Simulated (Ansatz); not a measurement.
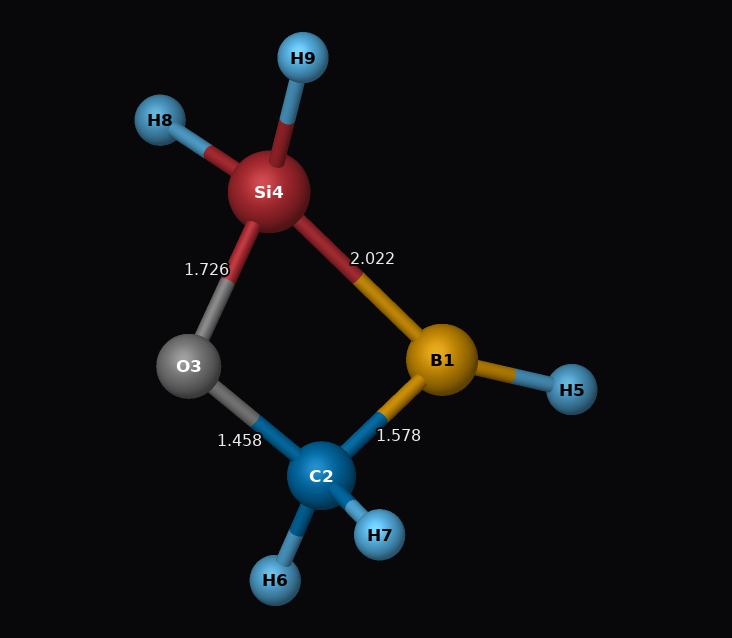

Bond lengths are marked in Å; every bond is drawn as one stick. Computed geometry: PBE-D4/def2-SVP optimisation. No frequency run is at hand to confirm it as a minimum.

**Which of the marked bonds are single, double, triple or aromatic?**

B1–C2 single; B1–Si4 single; C2–O3 single; O3–Si4 single.

**Write the SMILES.**

B1CO[SiH2]1
